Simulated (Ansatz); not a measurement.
# Phonons of Li2Ta in the C11b ordering

The plan: relax Li2Ta in the C11b ordering, check its phonons, and, if the lattice is stable, compute its Eliashberg function and ρ(T).

Program: Ansatz 0.2.0. Level of theory: DFT PBE, scalar-relativistic, plane waves, PAW. Results are calculated unless marked as measured.

The structure was built from a prototype and need not be the compound's stable phase.

## Step 1: Starting point

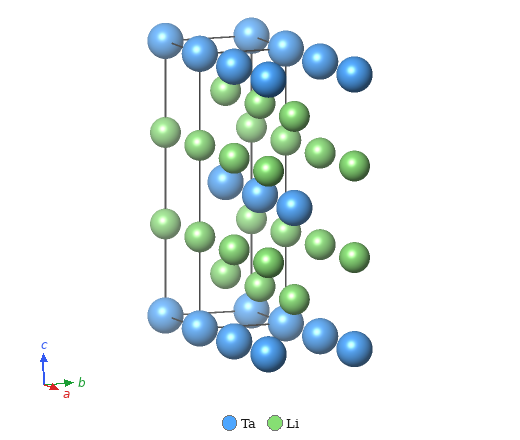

The starting structure, seen slightly off an axis (tantalum blue, lithium green). 3×1×1 cells are drawn. This picture shows the conventional cell, with its axes. Some periodic images of atoms are drawn too.

## Step 2: Rough relaxation

Large forces or a large pressure at the start call for a first relaxation with loose thresholds.

Contents of input.yaml:

```yaml
crystal:
  lattice:
    - [3.43209, 0.0, 0.0]
    - [0.0, 3.43209, 0.0]
    - [1.71604, 1.71604, 5.14813]
  atoms:
    - { symbol: Ta, position: [0.0, 0.0, 0.0] }
    - { symbol: Li, position: [0.66666667, 0.66666667, 0.66666667] }
    - { symbol: Li, position: [0.33333333, 0.33333333, 0.33333333] }
kpoints:
  mp_grid: { grid: [6, 6, 6] }
hamiltonian:
  xc: pbe
scf:
  occupations: { method: gaussian, width: 0.1 }
output:
  forces: true
  stress: true
  eigenvalues: true
relax:
  adjacent_minimum: "off"
  f_tol: 0.05
  max_steps: 80
  cell: { stress_tol: 0.5 }
```

The run is started by

```sh
ansatz run input.yaml --threads 4 --pin off --max-ram 8192MiB --backend cpu --events-out ev --progress --plain --runs-dir out
```

Numbers of over 12 decimals in the logs are rounded to 6 here.

Log:

```text
The last accepted step is kept in <dir> (removed where the run ends without a failure and the disk answers)
Engine: ansatz 0.2.0, aarch64-unknown-linux-gnu
Pseudopotentials: kind: paw
Pseudopotential: Ta, paw, valence charge 13, recommended cutoff 420 eV (normal), Ta.paw.azcp
Pseudopotential: Li, paw, valence charge 3, recommended cutoff 420 eV (normal), Li.paw.azcp
Functional definition: PBE
  parameter kappa = 0.804
  parameter beta = 0.066725
  exchange = pbe_x(kappa = kappa, mu = beta*pi^2/3)
  correlation = pbe_c(beta = beta)
Crystal: 3 atoms, lattice volume = 60.641 Å³
Basis set: ecut = 420 eV, 1185 PW (Γ), exchange–correlation on 48×48×80 points (8 copies of the dense FFT grid, shifted against one another)
Bands: 14, of which v1, the nominal top of the filled ones, is band 10 counted from 1 (9 counted from 0)
Symmetry: 16 space group operations
Space group: I4/mmm (ITA 139), of the structure as read, at distance tolerance 3.9e-5 Å
k-points: 30 of 216
Non-local potential: Ta, projectors of the file, l = 0: 3, l = 1: 2, l = 2: 2, l = 3: 1
Non-local potential: Li, projectors of the file, l = 0: 3, l = 1: 2, l = 2: 1
PAW form: soft (Blöchl's): semilocal exchange-correlation on the pseudo side does not see the compensation charge
PAW one-centre angular grid: Ta, 590 points (default); XC on 64 Gauss nodes
PAW one-centre angular grid: Li, 110 points (default); XC on 64 Gauss nodes
Initial density: superposition of atomic densities (neutral atoms: chi_scale 0, normalization atom), corrected by the library's trained network
Initial wavefunctions: pseudopotential atomic-orbital guess
Functional: x = pbe(κ = 0.804, μ = 0.219515), c = pbe(β = 0.066725)
SCF iter   1: F=—  HF=-10339.068739 eV  |F-HF|=—  |Δ(HF+E_count)|=         —  Δρ=5.87e-3  dr2=7.70e-2  ethr=1.77e-3  ⟨swp⟩=4.3  Hψ=1949  notcnv=0
preconditioner: auto → Kerker (q_TF=auto, 2.248 Å⁻¹)  [metal: Δε(μ)=0.023 eV  Ē_g=3.324 eV  σ=0.100 eV  W_gap=0.13  n_scr=10 (ndim 8)  ℏωp=12.6 eV  f_vac=0.000  D(μ)=2.78/eV (n_scr^D=32)]
SCF iter   2: F=—  HF=-10339.057322 eV  |F-HF|=—  |Δ(HF+E_count)|=   1.14e-2  Δρ=3.05e-3  dr2=2.19e-2  ethr=4.05e-4  ⟨swp⟩=1.0  Hψ=660  notcnv=0
SCF iter   3: F=—  HF=-10339.052311 eV  |F-HF|=—  |Δ(HF+E_count)|=   5.01e-3  Δρ=7.81e-4  dr2=1.33e-3  ethr=1.15e-4  ⟨swp⟩=1.3  Hψ=433  notcnv=0
SCF iter   4: F=—  HF=-10339.052027 eV  |F-HF|=—  |Δ(HF+E_count)|=   2.84e-4  Δρ=2.26e-4  dr2=4.94e-5  ethr=7.01e-6  ⟨swp⟩=1.9  Hψ=480  notcnv=0
SCF iter   5: F=—  HF=-10339.052002 eV  |F-HF|=—  |Δ(HF+E_count)|=   2.44e-5  Δρ=4.64e-5  dr2=2.06e-6  ethr=2.60e-7  ⟨swp⟩=2.1  Hψ=488  notcnv=0
SCF iter   6: F=-10339.052003 eV  HF=-10339.052003 eV  |F-HF|=1.72e-8  |Δ(HF+E_count)|=   7.75e-8  Δρ=9.17e-6  dr2=8.05e-8  ethr=5.26e-10  ⟨swp⟩=3.7  Hψ=1694  notcnv=0
SCF 1 converged in 6 iterations: F = -10339.052003 eV  dr2 = 8.05e-8
  greatest PAW one-centre occupation: 1.000 electrons in one spin orbital (limit 2), on the Li atom at site 2 (counted from 0), in its partial waves of l = 0
relax step   1: F+E_penalty+E_count = -10339.05200251 eV  Δ(F+E_penalty+E_count) = +0.000e0 eV  max|allowed force component| = 1.520e-1 eV/Å  Δτ_max = 0.0000 Å  P = -9.343 GPa  Ω = 60.641 Å³  (6 SCF iters, dr2 threshold 1.00e-7 eV, accepted)
Crystal: 3 atoms, lattice volume = 54.351 Å³
Basis set: ecut = 420 eV, 1053 PW (Γ), exchange–correlation on 48×48×80 points (8 copies of the dense FFT grid, shifted against one another)
Initial density: handed on by an earlier stage of this run
Initial wavefunctions: those handed on with the density
iter 1 solved again at ethr=1.51e-4 eV; its pass at ethr=3.10e-3 eV (dr2=2.87e-2 eV) is discarded
SCF iter   1: F=—  HF=-10339.480397 eV  |F-HF|=—  |Δ(HF+E_count)|=         —  Δρ=4.35e-3  dr2=2.90e-2  ethr=1.51e-4  ⟨swp⟩=1.0  Hψ=2596  notcnv=0
preconditioner: auto → Kerker (q_TF=auto, 2.290 Å⁻¹)  [metal: Δε(μ)=0.058 eV  Ē_g=3.714 eV  σ=0.100 eV  W_gap=0.32  n_scr=10 (ndim 8)  ℏωp=13.3 eV  f_vac=0.000  D(μ)=3.01/eV (n_scr^D=32)]
SCF iter   2: F=—  HF=-10339.474953 eV  |F-HF|=—  |Δ(HF+E_count)|=   5.44e-3  Δρ=1.80e-3  dr2=3.73e-3  ethr=1.51e-4  ⟨swp⟩=1.5  Hψ=441  notcnv=0
SCF iter   3: F=—  HF=-10339.474436 eV  |F-HF|=—  |Δ(HF+E_count)|=   5.17e-4  Δρ=5.37e-4  dr2=1.31e-4  ethr=1.96e-5  ⟨swp⟩=1.6  Hψ=456  notcnv=0
SCF iter   4: F=—  HF=-10339.474465 eV  |F-HF|=—  |Δ(HF+E_count)|=   2.83e-5  Δρ=7.01e-5  dr2=1.91e-6  ethr=6.92e-7  ⟨swp⟩=2.4  Hψ=669  notcnv=0
SCF iter   5: F=-10339.474465 eV  HF=-10339.474465 eV  |F-HF|=1.97e-8  |Δ(HF+E_count)|=   7.15e-7  Δρ=1.32e-5  dr2=6.61e-8  ethr=1.58e-9  ⟨swp⟩=5.2  Hψ=1828  notcnv=0
SCF 2 converged in 5 iterations: F = -10339.474465 eV  dr2 = 6.61e-8
relax step   2: F+E_penalty+E_count = -10339.47446536 eV  Δ(F+E_penalty+E_count) = -4.225e-1 eV  max|allowed force component| = 2.633e-1 eV/Å  Δτ_max = 0.0288 Å  P = -6.560 GPa  Ω = 54.351 Å³  energy of the carried Pulay correction = +5.826e-4 eV  (5 SCF iters, dr2 threshold 3.00e-7 eV, accepted)
Crystal: 3 atoms, lattice volume = 49.159 Å³
Basis set: ecut = 420 eV, 957 PW (Γ), exchange–correlation on 48×48×80 points (8 copies of the dense FFT grid, shifted against one another)
iter 1 solved again at ethr=1.13e-3 eV; its pass at ethr=3.10e-3 eV (dr2=2.16e-1 eV) is discarded
SCF iter   1: F=—  HF=-10339.830158 eV  |F-HF|=—  |Δ(HF+E_count)|=         —  Δρ=1.04e-2  dr2=2.14e-1  ethr=1.13e-3  ⟨swp⟩=1.0  Hψ=2750  notcnv=0
preconditioner: auto → Kerker (q_TF=auto, 2.329 Å⁻¹)  [metal: Δε(μ)=0.029 eV  Ē_g=4.070 eV  σ=0.100 eV  W_gap=0.16  n_scr=10 (ndim 8)  ℏωp=14.0 eV  f_vac=0.000  D(μ)=4.68/eV (n_scr^D=54)]
SCF iter   2: F=—  HF=-10339.798982 eV  |F-HF|=—  |Δ(HF+E_count)|=   3.12e-2  Δρ=4.23e-3  dr2=3.76e-2  ethr=1.13e-3  ⟨swp⟩=1.1  Hψ=423  notcnv=0
SCF iter   3: F=—  HF=-10339.792928 eV  |F-HF|=—  |Δ(HF+E_count)|=   6.05e-3  Δρ=1.28e-3  dr2=7.65e-4  ethr=1.98e-4  ⟨swp⟩=1.1  Hψ=430  notcnv=0
SCF iter   4: F=—  HF=-10339.792779 eV  |F-HF|=—  |Δ(HF+E_count)|=   1.49e-4  Δρ=2.66e-4  dr2=8.70e-5  ethr=4.03e-6  ⟨swp⟩=2.1  Hψ=564  notcnv=0
SCF iter   5: F=—  HF=-10339.792750 eV  |F-HF|=—  |Δ(HF+E_count)|=   2.96e-5  Δρ=6.34e-5  dr2=2.09e-6  ethr=4.58e-7  ⟨swp⟩=1.7  Hψ=461  notcnv=0
SCF iter   6: F=-10339.792750 eV  HF=-10339.792750 eV  |F-HF|=1.38e-7  |Δ(HF+E_count)|=   2.63e-8  Δρ=1.75e-5  dr2=2.61e-7  ethr=1.58e-9  ⟨swp⟩=5.7  Hψ=1927  notcnv=0
SCF 3 converged in 6 iterations: F = -10339.792750 eV  dr2 = 2.61e-7
[...]
relax step   9: F+E_penalty+E_count = -10340.41814031 eV  Δ(F+E_penalty+E_count) = -2.346e-2 eV  max|allowed force component| = 9.286e-3 eV/Å  Δτ_max = 0.0327 Å  P = +0.650 GPa  Ω = 49.686 Å³  energy of the carried Pulay correction = +1.058e-3 eV  (8 SCF iters, dr2 threshold 3.00e-7 eV, accepted)
relax step  10: F+E_penalty+E_count = -10340.42010406 eV  Δ(F+E_penalty+E_count) = -1.964e-3 eV  max|allowed force component| = 6.613e-3 eV/Å  Δτ_max = 0.0125 Å  P = -0.413 GPa  Ω = 50.913 Å³  energy of the carried Pulay correction = +9.289e-4 eV  (8 SCF iters, dr2 threshold 3.00e-7 eV, accepted)
relax step  11: F+E_penalty+E_count = -10340.43375730 eV  Δ(F+E_penalty+E_count) = -1.365e-2 eV  max|allowed force component| = 8.104e-3 eV/Å  Δτ_max = 0.0000 Å  P = -0.082 GPa  Ω = 50.913 Å³  stress off target by 6.49e-1 GPa  SCF on the basis re-selected at this cell (its energy is not comparable with the rows above)  (7 SCF iters)
relax step  12: F+E_penalty+E_count = -10340.43648017 eV  Δ(F+E_penalty+E_count) = -2.723e-3 eV  max|allowed force component| = 2.762e-3 eV/Å  Δτ_max = 0.0096 Å  P = +0.059 GPa  Ω = 51.192 Å³  energy of the carried Pulay correction = -3.384e-5 eV  (6 SCF iters, dr2 threshold 3.00e-7 eV, accepted)
relax step  13: F+E_penalty+E_count = -10340.43956381 eV  Δ(F+E_penalty+E_count) = -3.084e-3 eV  max|allowed force component| = 1.277e-1 eV/Å  Δτ_max = 0.0122 Å  P = -0.298 GPa  Ω = 52.119 Å³  energy of the carried Pulay correction = -1.442e-4 eV  (6 SCF iters, dr2 threshold 3.00e-7 eV, accepted)
relax step  14: F+E_penalty+E_count = -10340.44901111 eV  Δ(F+E_penalty+E_count) = -9.447e-3 eV  max|allowed force component| = 1.289e-1 eV/Å  Δτ_max = 0.0726 Å  P = +0.460 GPa  Ω = 53.216 Å³  energy of the carried Pulay correction = -2.722e-4 eV  (8 SCF iters, dr2 threshold 3.00e-7 eV, accepted)
relax step  15: F+E_penalty+E_count = -10340.45651125 eV  Δ(F+E_penalty+E_count) = -7.500e-3 eV  max|allowed force component| = 1.057e-2 eV/Å  Δτ_max = 0.0223 Å  P = +0.110 GPa  Ω = 54.059 Å³  energy of the carried Pulay correction = -3.698e-4 eV  (6 SCF iters, dr2 threshold 3.00e-7 eV, accepted)
relax step  16: F+E_penalty+E_count = -10340.45000871 eV  Δ(F+E_penalty+E_count) = +6.503e-3 eV  max|allowed force component| = 1.210e-1 eV/Å  Δτ_max = 0.0365 Å  P = -0.375 GPa  Ω = 53.139 Å³  energy of the carried Pulay correction = -2.635e-4 eV  (6 SCF iters, dr2 threshold 3.00e-7 eV, rejected (line search))
relax step  17: F+E_penalty+E_count = -10340.45789276 eV  Δ(F+E_penalty+E_count) = -1.382e-3 eV  max|allowed force component| = 2.283e-3 eV/Å  Δτ_max = 0.0007 Å  P = -0.103 GPa  Ω = 53.837 Å³  energy of the carried Pulay correction = -3.436e-4 eV  (7 SCF iters, accepted)
Basis set: ecut = 420 eV, 1061 PW (Γ), exchange–correlation on 36×36×108 points (8 copies of the dense FFT grid, shifted against one another)
iter 1 solved again at ethr=1.02e-7 eV; its pass at ethr=3.10e-3 eV (dr2=1.93e-5 eV) is discarded
SCF iter   1: F=—  HF=-10340.458377 eV  |F-HF|=—  |Δ(HF+E_count)|=         —  Δρ=4.09e-4  dr2=3.09e-6  ethr=1.02e-7  ⟨swp⟩=3.0  Hψ=3083  notcnv=0
preconditioner: auto → none  [metal: Δε(μ)=0.030 eV  Ē_g=4.581 eV  σ=0.100 eV  W_gap=0.17  n_scr=4 (ndim 8)  ℏωp=13.4 eV  f_vac=0.000  D(μ)=2.96/eV (n_scr^D=30)]
SCF iter   2: F=—  HF=-10340.458692 eV  |F-HF|=—  |Δ(HF+E_count)|=   3.15e-4  Δρ=2.04e-4  dr2=7.95e-7  ethr=1.63e-8  ⟨swp⟩=2.0  Hψ=654  notcnv=0
SCF iter   3: F=—  HF=-10340.458800 eV  |F-HF|=—  |Δ(HF+E_count)|=   1.08e-4  Δρ=1.84e-5  dr2=7.46e-7  ethr=4.18e-9  ⟨swp⟩=2.0  Hψ=682  notcnv=0
SCF iter   4: F=—  HF=-10340.458800 eV  |F-HF|=—  |Δ(HF+E_count)|=   4.08e-7  Δρ=4.74e-6  dr2=6.89e-9  ethr=3.93e-9  ⟨swp⟩=1.1  Hψ=422  notcnv=0
iter 5 did not close the SCF: its close was put off for the readings that it lacked (scf_convergence_deferred on its scf_iter line)
SCF iter   5: F=-10340.458800 eV  HF=-10340.458800 eV  |F-HF|=6.73e-11  |Δ(HF+E_count)|=   4.39e-8  Δρ=7.40e-7  dr2=4.97e-10  ethr=3.63e-11  ⟨swp⟩=2.4  Hψ=604  notcnv=0
SCF iter   6: F=-10340.458800 eV  HF=-10340.458800 eV  |F-HF|=1.82e-11  |Δ(HF+E_count)|=  4.15e-10  Δρ=2.10e-7  dr2=6.11e-11  ethr=2.62e-12  ⟨swp⟩=2.1  Hψ=1257  notcnv=0
SCF 18 converged in 6 iterations: F = -10340.458800 eV  dr2 = 6.11e-11
relax step  18: F+E_penalty+E_count = -10340.45880046 eV  Δ(F+E_penalty+E_count) = -9.077e-4 eV  max|allowed force component| = 2.162e-3 eV/Å  Δτ_max = 0.0000 Å  P = -0.091 GPa  Ω = 53.837 Å³  stress off target by 1.85e-1 GPa  SCF on the basis re-selected at this cell (its energy is not comparable with the rows above)  (6 SCF iters)
basis re-selected at this cell: Δ(F+E_penalty+E_count) = -9.077e-4 eV, ΔP = +0.012 GPa vs the last step (what re-selecting the basis moved, of the pressure what is left beyond the Pulay correction that the steps carried, after the strain that the cell walked since its last selection, with what the two solves' SCF thresholds leave and, on support functions, any second-order correction that the steps lacked; it is no measure of the basis error at this ecutwfc). The dense FFT grid was sized anew with the basis: this SCF ran on 18×18×54 points, the steps before it on 20×20×48, so part of this shift can come from that change (see relax.cell in the input reference). [rest of the remark cut]
SCF converged after 6 iterations
Free energy (F): -10340.458800 eV
Harris-Foulkes:  -10340.458800 eV  (|F-HF|=1.82e-11)
Internal energy: -10340.444021 eV  (E = F + TS)
E sigma→0 (E₀):  -10340.451411 eV
Entropy (-TS):   -0.014780 eV (-4.927 meV/atom)
Fermi energy:    7.080989 eV
--- Per-component energies (eV) ---
  E_band       = -400.498967
  E_kinetic    = 408.402311
  E_local      = -1775.947150  (includes V_loc(G=0)·N_el)
  E_nonlocal   = -50.439692
  E_hartree    = 692.435305
  E_xc         = -238.090042
  E_vxc        = -229.322116  (∫ρ·V_xc dr)
  E_paw        = -8438.668047  (= ΣΔE_a)
  E_vpaw       = -138.063371  (= ΣTr[D̂ρ^β])
  E_aug_tail   = 0.000183  (compensation charges beyond the density's cutoff)
  E_ewald      = -938.136888
  E_smearing   = -0.014780  (= −TS)
  E_closure    = 0.000000  (closes the sum)
  Σ components = -10340.458800   (vs F -10340.458800, Δ=0.00e0)
--- Forces (eV/Å), atoms counted from 1 ---
  atom   1  Ta     0.00000000    -0.00000000     0.00000000
  atom   2  Li     0.00000000     0.00000000    -0.00216182
  atom   3  Li    -0.00000000    -0.00000000     0.00216182
  max |Σ_I F_I| component: 0.00e0 eV/Å
--- Stress (GPa, compression-positive) ---
       -0.185208       0.000000      -0.000000
        0.000000      -0.185208      -0.000000
       -0.000000      -0.000000       0.098196
  P = ⅓ Tr σ = -0.0907 GPa (-0.907 kbar)
--- Band table (eV; the first three rows and the last of 30) ---
  k-point 0: bands = [... 6 lower, 0.7986, 4.2074, 4.5577, 5.4409, 6.4803, 11.2215, 11.2215, 12.9187]
  k-point 1: bands = [... 6 lower, 0.8041, 4.1776, 4.5577, 5.3698, 6.6301, 11.2221, 11.2221, 12.7096]
  k-point 2: bands = [... 6 lower, 0.8152, 4.1171, 4.5576, 5.2698, 6.8954, 11.2233, 11.2233, 12.3357]
  k-point 29: bands = [... 6 lower, 3.2367, 6.3824, 6.4002, 9.2297, 10.7671, 11.1703, 12.6620, 13.6032]
--- Relaxed structure (16 steps of the walk, 15 accepted, 2 SCFs on fresh bases) ---
  F+E_penalty+E_count = -10340.45880046 eV   max|allowed force component| = 2.162e-3 eV/Å   (the final SCF, on the basis selected at the relaxed cell)
  cell:  # Å, volume = 53.8373 Å³
    - [2.686914, -3.167134909584396e-13, 1.3048007942459067e-6]
    - [-3.1671349091441387e-13, 2.686914, 1.304800794301706e-6]
    - [1.343453, 1.343453, 7.457202]
  atoms:
    - { symbol: Ta, position: [-2.386820916434901e-19, -2.386830607192949e-19, 4.773626393084336e-19] }
    - { symbol: Li, position: [0.662236, 0.662236, 0.675529] }
    - { symbol: Li, position: [0.337764, 0.337764, 0.324471] }
```

Run time: 7.8 s. Hardware: 4 threads of Arm Neoverse V2, shared host; peak memory 0.34 GiB.

Step by step:

```
step  energy less that of the first step (eV)  largest force component (eV/Å)  pressure (GPa)  volume (Å³)
   1                                   0.0000                          0.1520           -9.34        60.64
   2                                  -0.4225                          0.2633           -6.56        54.35
   3                                  -0.7407                          0.1938           -2.95        49.16
   4                                  -1.0021                          0.0202            0.25        45.88
   5                                  -1.1172                          0.2229            1.59        45.12
   6                                  -1.2169                          0.0004            2.72        45.53
   7                                  -1.2911                          0.0470            2.41        46.51
   8                                  -1.3427                          0.0155            1.09        48.35
   9                                  -1.3661                          0.0093            0.65        49.69
  10                                  -1.3681                          0.0066           -0.41        50.91
 11*                                  -1.3818                          0.0081           -0.08        50.91
  12                                  -1.3845                          0.0028            0.06        51.19
  13                                  -1.3876                          0.1277           -0.30        52.12
  14                                  -1.3970                          0.1289            0.46        53.22
  15                                  -1.4045                          0.0106            0.11        54.06
  16                                  -1.3980                          0.1210           -0.38        53.14
  17                                  -1.4059                          0.0023           -0.10        53.84
 18*                                  -1.4068                          0.0022           -0.09        53.84
```

Relaxation steps marked * repeat the geometry before them on a plane-wave basis chosen anew for their cell, so energy and pressure can jump there. Relaxation step 16 was tried and not accepted.

The run keeps the 16 symmetry operations that it works with, so distortions that break them were not tested.

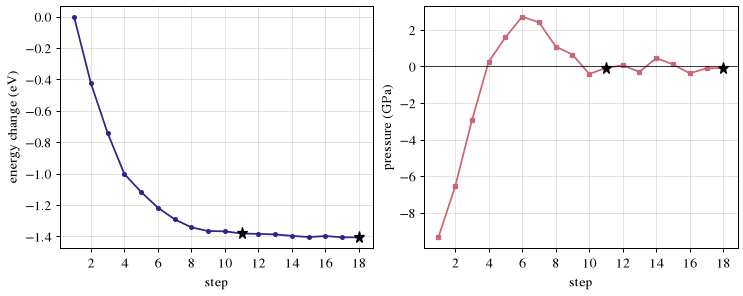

Energy and pressure along the relaxation. Stars mark steps on a basis chosen anew.

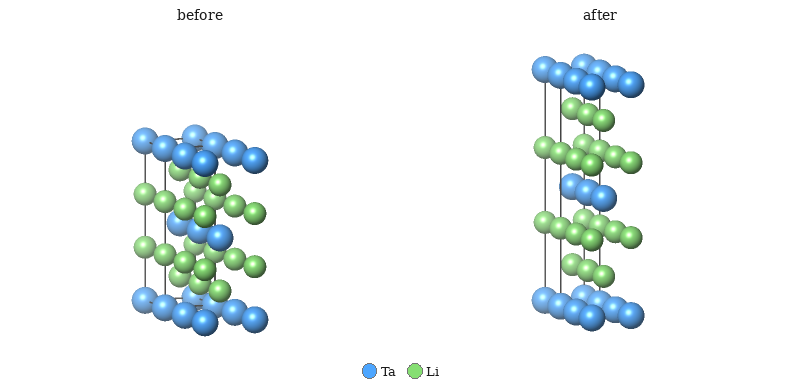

The structure before and after the relaxation, drawn at the same scale.

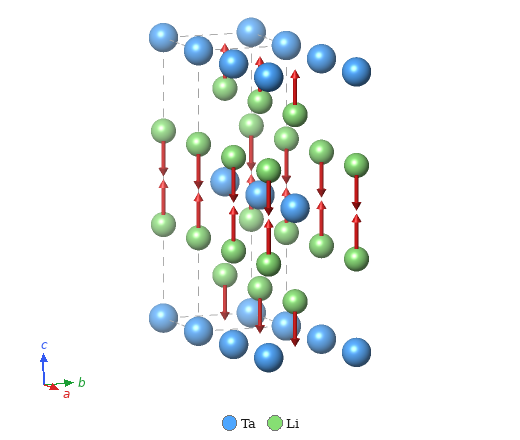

Displacements in the relaxation, exaggerated, measured against the changing cell; the longest in the cell stands for 0.07 Å. 3×1×1 conventional cells are drawn. Some periodic images of atoms are drawn too.

```
     cell as run  before  after   change
           a (Å)   3.432  2.687  -21.7 %
           b (Å)   3.432  2.687  -21.7 %
           c (Å)   5.691  7.695  +35.2 %
           α (°)   72.45  79.95  +10.3 %
           β (°)   72.45  79.95  +10.3 %
volume (Å³/atom)   20.21  17.95  -11.2 %
```

The atoms that moved most (Å, as changes of fractional coordinates times the final cell):

```
atom     dx     dy      dz  length
 Li3  0.000  0.000  -0.066   0.066
 Li2  0.000  0.000   0.066   0.066
```

Final coordinates:

```
Ta Li
1.0
     2.68691    0.00000    0.00000
     0.00000    2.68691    0.00000
     1.34345    1.34345    7.45720
Ta Li
1 2
Direct
  0.00000 0.00000 0.00000
  0.66224 0.66224 0.67553
  0.33776 0.33776 0.32447
```

This step gave:

```yaml
pressure: -0.09074 GPa
volume_per_atom: 17.95 Å³
metallic_on_mesh: yes
gap_on_the_k_mesh: 0 eV
```

The largest force is now 0.0022 eV/Å and the largest stress component 0.19 GPa.

[end of part 1 of 3]

[Logs are printed without paths, hosts, clocks, repeated set-up lines and the standing remarks that a program may print on its own settings, such as how far it seeks lower states.]

[Hosts, paths, dates, database ids (printed as entryN), source tags and the programs' standing remarks are cut or masked in the printed files.]
